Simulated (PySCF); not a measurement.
SMILES [OH][Al]([OH])[SiH2]B(O)O, singlet at its PBE0/def2-SVP optimised geometry (Å):

```
13

B      1.1714    -1.5748    -0.0660
O      0.2222    -2.5263    -0.0704
O      2.4684    -1.9928    -0.1056
Si     0.6725     0.4345     0.0000
Al    -1.7511     0.4345     0.0000
O     -3.0153     1.5708     0.0000
O     -2.2090    -1.2273    -0.0081
H     -0.6980    -2.1955    -0.0447
H      3.1001    -1.2705    -0.1002
H      1.2299     1.2004    -1.1673
H      1.2217     1.1130     1.2241
H     -2.9466     2.5263    -0.0005
H     -3.1001    -1.5854    -0.0171
```

Calculation: PySCF with PBE0/def2-TZVP.

Map of the LUMO amplitude (bohr^(-3/2)) on the plane z = 1.0 Å; orbital energy -1.09 eV, overall sign arbitrary:

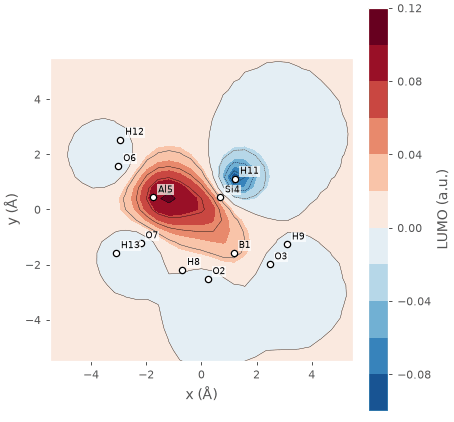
Figure. LUMO amplitude (bohr^(-3/2)) on the plane z = 1.0 Å.
